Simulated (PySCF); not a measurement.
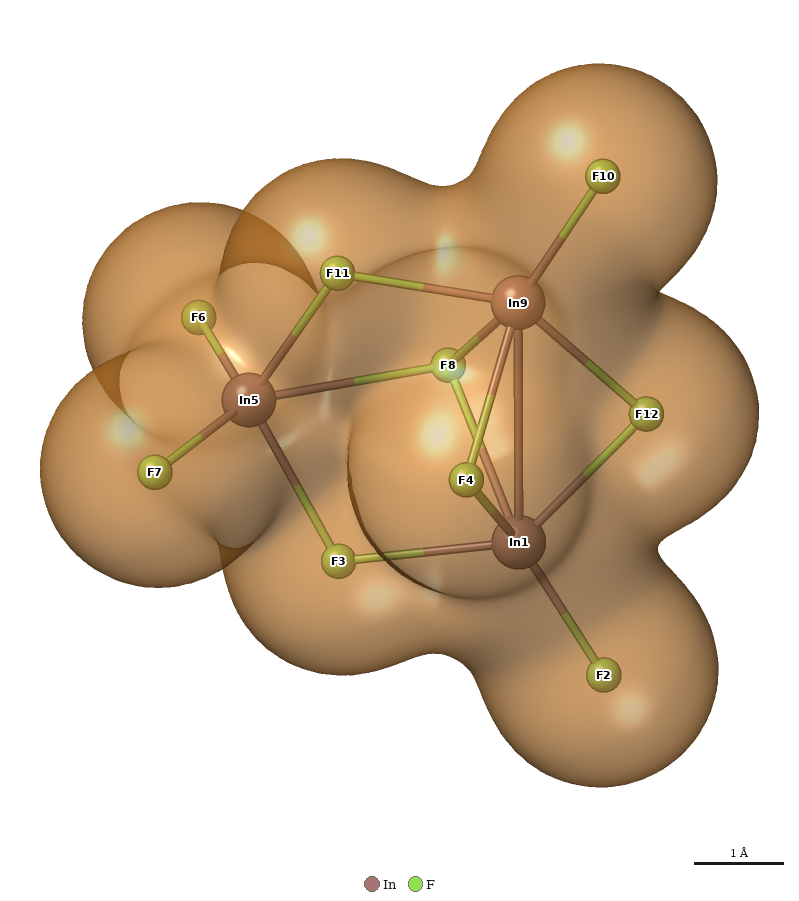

F$_{9}$In$_{3}$ ((F2In-mu-F)3). Isosurface of the electron density at 0.05 e/Å³ (orange), seen at a tilt.

Geometry: PBE0-D3(BJ)/def2-SVP; core potentials replace the inner electrons of In.

Theory: PBE0/def2-SVPD, SCF density, gas phase, scalar-relativistic core potentials on the heavy atoms in PySCF 2.14.0.

```xyz
12

In   -1.2087    1.3214   -0.3564
F    -2.5142    2.5925   -0.9752
F     0.0150    0.7076   -1.9052
F     0.6032    1.3432    0.7487
In    1.2698   -0.9203   -1.2395
F     0.6227   -2.5714   -2.0151
F     2.9426    0.0124   -1.5296
F    -0.7765   -0.7995   -0.0208
In    0.0525   -0.3270    1.9421
F     0.0853   -0.8466    3.7938
F     1.5595   -1.2566    0.8766
F    -1.7152    0.8220    1.6459
```

Which contacts does the surface bridge?

Answer. At this value the surface is in one piece. It bridges the sampled In–F (1.92 Å), In–In (3.10 Å), In–F (2.07 Å) and In–F (2.12 Å) contacts, where the density stays above the isovalue. On the grid the lowest density along these lines, outside the cores, is 0.74 e/Å³ (In–F, 1.92 Å), 0.16 e/Å³ (In–In, 3.10 Å), 0.52 e/Å³ (In–F, 2.07 Å) and 0.46 e/Å³ (In–F, 2.12 Å).
